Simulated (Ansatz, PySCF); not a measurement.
Pulling on the Al1–H2 bond in AlH3O2 (SMILES [OH][AlH][OH]) (multiplicity 1 held, fragments rigid). Energies count from the point at 1.565 Å.
Geometry at that point (charge 0, multiplicity 1):
```xyz
6

Al    -0.3508    -0.2253    -0.1869
H     -1.5469    -1.0138    -0.8163
O     -0.1288     1.3919    -0.6342
H      0.5760     1.9477    -0.2982
O      0.7340    -0.9151     0.9228
H      0.6904    -1.8192     1.2355
```

U- levels take the lowest unrestricted solution at each point, which mixes spins at long bonds. Active spaces are followed from a long bond inwards. Curves can end on different states.

Correlated levels freeze the cores. Rows in 6-31G* carry no dispersion term and start afresh at each structure (6-31G* with six Cartesian d functions).

Run with Ansatz (a program for electronic structure) with Gaussian orbitals; PySCF for 6-31G* rows. Each number belongs to the level named beside it.

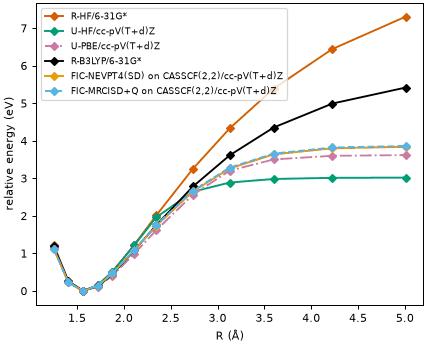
Fig. 1. Relative energy along the coordinate

Read off the R-HF/6-31G* curve at R = 2.738.

about 3.3 eV

Doubts at one or more of the structures used: a restricted determinant that unrestricted orbitals would lower (R-HF/6-31G*, R-B3LYP/6-31G*); a spin-contaminated determinant (U-HF/cc-pV(T+d)Z, U-PBE/cc-pV(T+d)Z).
